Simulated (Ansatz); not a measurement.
**CdNi3P (Pm-3m): the Drude term of Re ε in the infrared**

Re ε of CdNi3P (Pm-3m) at low photon energies is read from one computed spectrum; the carriers' damping was typed as γ = 0.03 eV.

Symmetry: Pm-3m, No. 221, cubic system. Conventional cell: a = 4.195 Å, b = 4.195 Å, c = 4.195 Å, α = 90.00°, β = 90.00°, γ = 90.00°. Cd on site a has 12 Ni at 2.97 Å as nearest neighbours. Ni on site c is surrounded by 2 P at 2.10 Å. P on site b has 6 Ni at 2.10 Å as nearest neighbours.

Method: Ansatz 0.2.0, PBE, independent particles, k-mesh 8×8×8 with interpolation inside its cells, Gaussian parameter 0.2 eV.

Launch of the response step: `ansatz run input.yaml --threads 2 --pin off --max-ram 5120MiB --backend cpu --events-out ev --progress --plain --runs-dir out`. The run took 3.2 min, on 2 threads of Arm Neoverse V1, on a shared host.

```
photon energy E (eV)  wavelength (µm)    Re ε
                0.25             4.96  -115.4
                0.30             4.13   -68.2
                0.35             3.54   -41.8
                0.40             3.10   -26.9
                0.50             2.48   -14.8
                0.60             2.07   -13.5
                0.70             1.77       ?
```

A Drude term over a constant background gives Re ε = ε_b − ωp²/(E² + γ²), linear in 1/(E² + γ²).

Working, on the rows shown:

| x = 1/(E² + γ²) (eV⁻²) | y = Re ε |
| --- | --- |
| 15.7729 | -115.4 |
| 11.0011 | -68.2 |
| 8.10373 | -41.8 |
| 6.21504 | -26.9 |
| 3.98565 | -14.8 |
| 2.77085 | -13.5 |

Means: x̄ = 7.9749, ȳ = -46.767. Σ(x − x̄)(y − ȳ) = -935, Σ(x − x̄)² = 116.1. Slope = -935 / 116.1 = -8.055; intercept = ȳ − slope · x̄ = 17.473. The line misses the rows shown by at most 8.7.

Task: Fill in the last column of the withheld row.

Result: At x = 2.0371 the line gives y = 1.0641. The run gave -14.5, so the extrapolation is off by 16, 15 % of the range in the table.

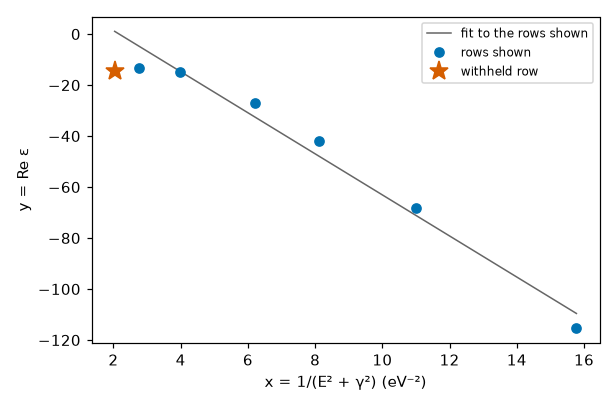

Refitted with all rows, the slope is -7.514 and the intercept 11.391. These give ωp = √(−slope) = 2.74 eV, against 3.30 eV from the program's Fermi-surface sum, and an intercept of 11.4. Taking the program's Drude term off the rows leaves 57 at the lowest energy and 8 at the highest, so the background isn't constant: interband transitions lie in or near the window, and neither fitted number can be trusted. The structure is a model and need not exist. The values come from a sum over the points of one k-mesh and carry its error, which is largest for Fermi-surface quantities. Spin-orbit coupling is left out.

[Logs are printed without paths, hosts, clocks, repeated set-up lines and the standing remarks that a program may print on its own settings, such as how far it seeks lower states.]
